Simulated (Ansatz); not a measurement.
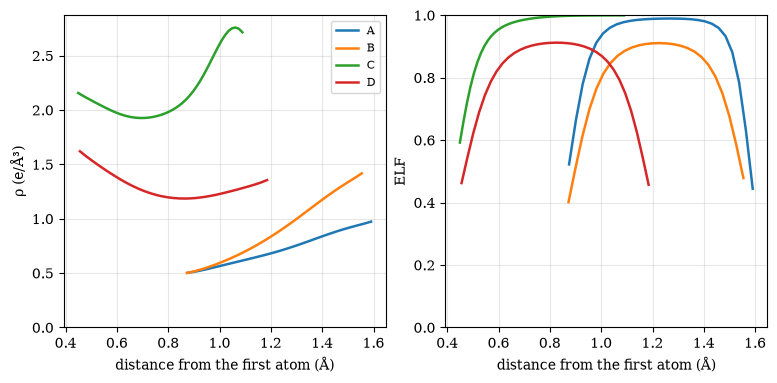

The picture shows: CH6AlBS (SMILES [BH2][AlH][S]C). Electron density and electron localisation function along straight lines between neighbouring atoms. The curves leave out the atomic cores.

Geometry: PBE0-D4/def2-TZVP.

Computed with RKS PBE0-D4/def2-TZVPP in Ansatz.

The calculation's input:

```
crystal:
  periodic: [false, false, false]
  atoms:
    - {symbol: B, position_ang: [-1.183589, 1.057048, -1.116851]}
    - {symbol: Al, position_ang: [0.904646, 1.076109, -0.747081]}
    - {symbol: S, position_ang: [1.745834, -0.383163, 0.639240]}
    - {symbol: C, position_ang: [0.286013, -1.334920, 1.174308]}
    - {symbol: H, position_ang: [-1.676646, 0.423215, -2.008089]}
    - {symbol: H, position_ang: [-1.967136, 1.667270, -0.443895]}
    - {symbol: H, position_ang: [1.965372, 2.066575, -1.390927]}
    - {symbol: H, position_ang: [-0.485847, -0.685422, 1.585124]}
    - {symbol: H, position_ang: [0.617237, -2.015676, 1.957616]}
    - {symbol: H, position_ang: [-0.122686, -1.922237, 0.353353]}
basis:
  gaussian: {orbitals: def2-TZVPP}
hamiltonian: {xc: pbe0, dispersion: d4}
output: {orbitals: {seedname: orbitals}}
```

Command:

```sh
ansatz run in.yaml --threads 2 --pin off --events-out ev --progress --plain --max-ram 4352MiB
```

Which curve belongs to which contact (Al–B, Al–S, C–H and C–S)? The first atom named is at distance zero.

Curve A: Al–B (2.12 Å): the density is about 0.6 e/Å³ at the midpoint; the ELF peaks at about 1 between the atoms: a shared electron pair. Curve B: Al–S (2.18 Å): ρ is about 0.69 e/Å³ halfway; the ELF peaks at about 0.90 in the valence shell of S, 1.0 Å from its nucleus, and is about 0.90 at the midpoint. Curve C: C–H (1.09 Å): ρ is about 2 e/Å³ halfway; the ELF climbs to about 1 towards the hydrogen, as it does in any bond to H; an ordinary covalent bond to hydrogen. Curve D: C–S (1.82 Å): ρ at the midpoint is about 1.2 e/Å³; the ELF peaks at about 0.90 between the atoms: a covalent bond.
